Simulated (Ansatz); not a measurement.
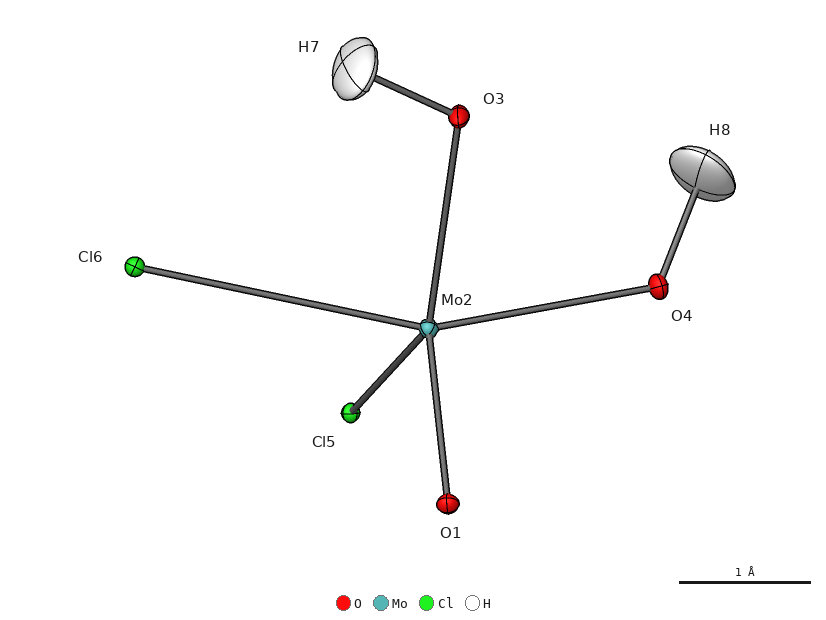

Displacement ellipsoids at the 50 % level, from the internal vibrations of the free molecule (harmonic, no overall translation or rotation; no half-axis is drawn under 0.075 Å). The species is neutral and a spin singlet. Vibrations computed with RKS PBE0-D4/def2-TZVP, core potentials on Mo (Ansatz 0.2.0). Temperature: 0 K (zero-point motion alone).

Which atom has the largest mean-square displacement?

H8, with U_eq = 0.0418 Å².

Does H8 move more along its bond or across it?

Across it: the root-mean-square amplitude is 0.085 Å along the bond and up to 0.295 Å across, since bending and torsion are softer than stretching.

Give the displacement parameters, one line for each set of equivalent atoms.

| atom | U_eq (Å²) | rms amplitudes (Å) |
| --- | --- | --- |
| O1 | 0.0026 | 0.033, 0.056, 0.060 |
| Mo2 | 0.00034 | 0.017, 0.017, 0.021 |
| O3 | 0.0039 | 0.039, 0.051, 0.088 |
| O4 | 0.0036 | 0.039, 0.064, 0.071 |
| Cl5 | 0.0013 | 0.032, 0.038, 0.039 |
| Cl6 | 0.0015 | 0.034, 0.035, 0.047 |
| H7 | 0.0249 | 0.079, 0.151, 0.214 |
| H8 | 0.0418 | 0.082, 0.178, 0.295 |
